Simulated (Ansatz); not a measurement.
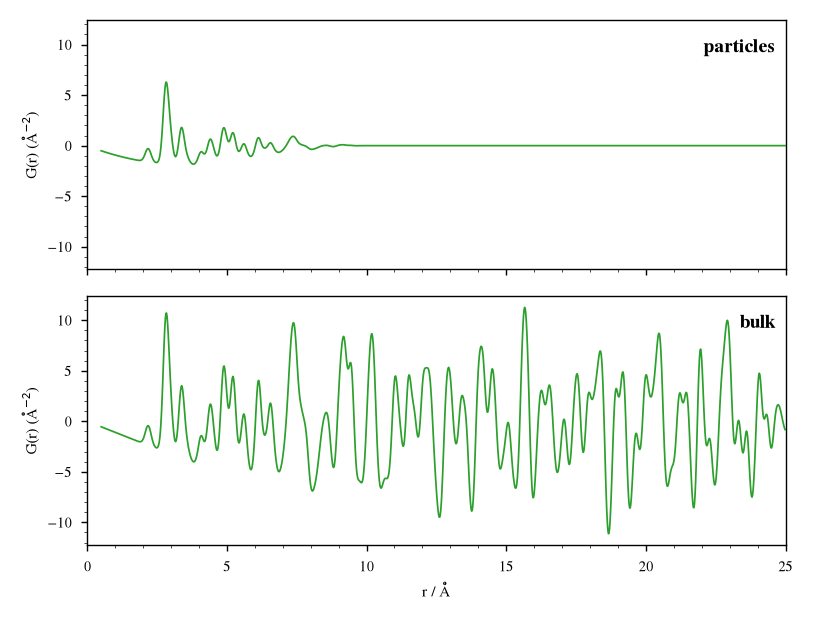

The curve is a calculated X-ray PDF: distances of the static structure, each pair weighted by the product of the atomic numbers (X-ray weights at Q = 0), broadened by Gaussians with σ = 0.10 Å, for spherical particles of W3N2 with the bulk structure: the bulk G(r) is multiplied by the envelope of a sphere of diameter D, 1 − 3r/2D + r³/2D³, with no surface relaxation. The number density is 0.0869 atoms per Å³. Structure used: coordinates from a relaxation with DFT PBE, scalar-relativistic, plane waves, PAW in Ansatz; the starting structure was generated, so it need not be a known form of this composition.

> How large are the particles?

About 10 Å (1.0 nm): the signal is half of the bulk amplitude at r ≈ 3.5 Å and vanishes at r = D, fading from view somewhat earlier.

> Roughly how many atoms does one particle hold?

About 45 (number density 0.0869 Å⁻³ times πD³/6).
